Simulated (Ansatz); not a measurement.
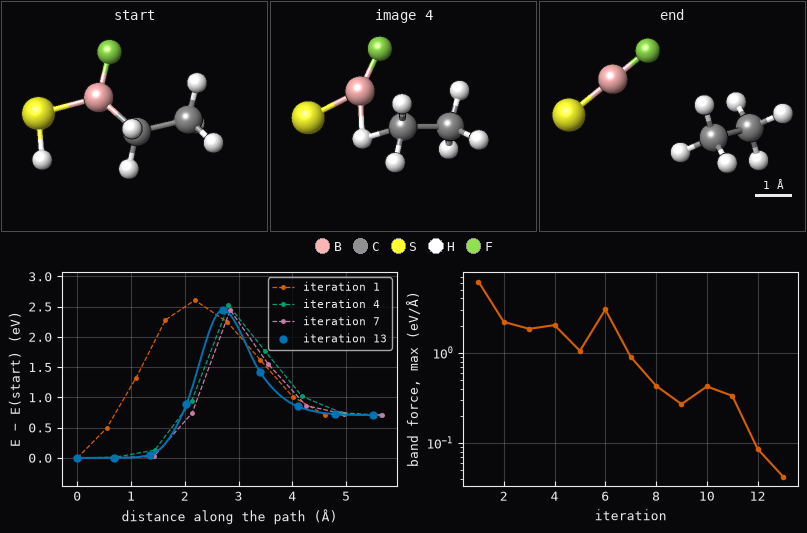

A nudged-elastic-band calculation for C2H6BFS. Images are numbered from 0 (start) to 8 (end). The plot follows the band through its iterations. Style: ball-and-stick. Shown at a tilt.

Computed with RKS B3LYP/def2-SVP (Ansatz 0.2.0). Set-up: 7 movable images; climbing image; force threshold 0.05 eV/Å; iteration limit 60; starting path through a guess of the saddle point.

> Did the band converge, and can the barrier be trusted?

The result is final at these settings. The band converged in 13 iterations. The largest component of the band force went from 6.2 to 0.042 eV/Å. The climbing image converged on the top of the path. Its vibrational analysis gives one imaginary mode (1197i cm⁻¹), as a transition state must have. The first iteration put the highest image at 2.61 eV. The highest point, image 4, lies 2.44 eV above the start and 1.74 eV above the end; the end is at +0.71 eV relative to the start.
